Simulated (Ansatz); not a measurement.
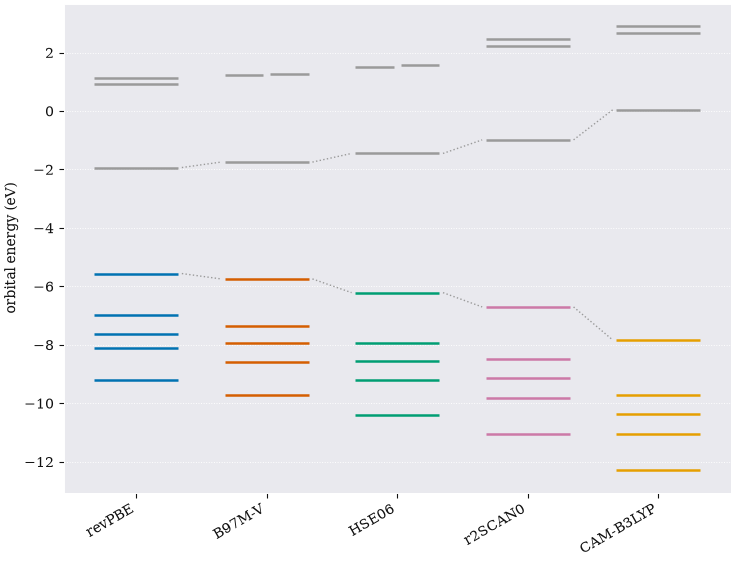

Frontier orbital energies of C₅H₆, SMILES C=CC1=CC1 at one geometry, def2-TZVPP, the Ansatz code, at a PBE0-D4/def2-TZVP geometry (a minimum by its frequencies). Empty levels are grey, levels within 0.1 eV stand side by side; all columns show the same few orbitals around the gap. Dotted lines join the HOMOs and the LUMOs.

Question: How do the frontier levels move from column to column?

Answer: The separation grows from 3.63 eV (revPBE) to 7.88 eV (CAM-B3LYP).

| level | HOMO (eV) | LUMO (eV) | separation (eV) |
| --- | --- | --- | --- |
| revPBE | −5.56 | −1.93 | 3.63 |
| B97M-V | −5.75 | −1.75 | 4.00 |
| HSE06 | −6.22 | −1.45 | 4.76 |
| r2SCAN0 | −6.70 | −0.99 | 5.72 |
| CAM-B3LYP | −7.84 | 0.04 | 7.88 |

Caveats, for all or some of the runs: empty levels above zero depend strongly on the basis; one conformer of a flexible molecule.
